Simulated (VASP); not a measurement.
Consider the following.

```xyz
2
Lattice="0.0000 2.7411 2.7411 2.7411 0.0000 2.7411 2.7411 2.7411 0.0000" Properties=species:S:1:pos:R:3 pbc="T T T"
Ag     0.0000     0.0000     0.0000
Cl     2.7411     2.7411     2.7411
```

Level of theory: AM05 GGA, VASP's PBE PAW potentials (set 64) (plane waves; VASP). Run with 520 eV cut-off, 9×9×9 Γ-centred mesh, tetrahedra with Blöchl corrections, potentials Ag Cl.

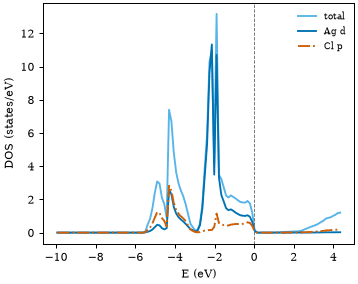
Figure. Total and projected density of states, zero at the valence-band maximum

Within 2 eV below the valence-band maximum the largest weight inside VASP's projection spheres is Ag d, then Cl p.

It has a band gap.

The compound is AgCl in the rock salt structure. It was relaxed first.
